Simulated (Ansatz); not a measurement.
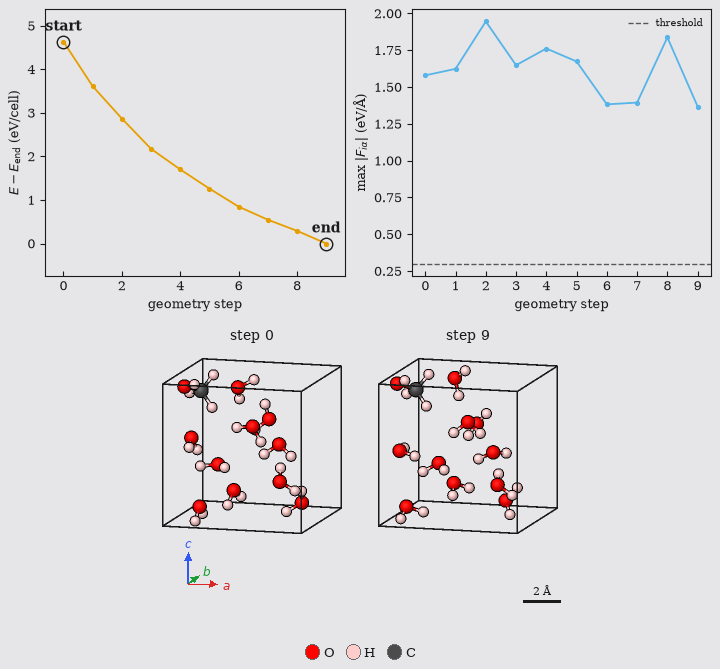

First and last geometry of a relaxation of an amorphous cell of composition H₂₄CO₁₁, with the history of the run. The picture is a ball-and-stick view of the cell of the calculation, seen slightly off an axis.

The cell holds 10 H2O + 1 CH3OH. The run prepares the start of a later molecular dynamics calculation, from a guessed geometry.

The calculation used Ansatz, DFT r2SCAN-D3(BJ), scalar-relativistic, plane waves, PAW. (plane-wave cutoff 500 eV; k-point mesh 1 × 1 × 1; occupations fermi dirac; smearing width 0.02 eV; no spin polarisation; atoms relaxed in a fixed cell; force threshold 0.3 eV/Å; at most 15 steps)

Did the run converge, and what did it change?

Answer. The run was cut off at its time limit before the relaxation converged, so the last structure is only a point on the way. The largest move is that of an H atom, 0.84 Å along [3 0 2]. By element the largest moves are H 0.84 Å, O 0.82 Å, C 0.08 Å. The cell stays as it was. Among the contacts that change: H–O 0.969 → 0.995 Å, H–O 0.969 → 0.975 Å. Bond angles that change, for instance: H–O–H 104.0° → 101.1°, H–O–H 104.0° → 106.6°, H–O–H 104.0° → 101.6°. After 9 geometry steps the energy has fallen by 4.635 eV per cell of the calculation. The largest force component goes from 1.6 to 1.4 eV/Å. The run took 12 min on 1 thread of Intel(R) Xeon(R) Processor @ 2.50GHz (Skylake/Cascade Lake) (shared host), peak memory 1.4 GiB.

Limits of the set-up: the periodic images lie only 7.8 Å apart, so the values are limited by the cell's size.
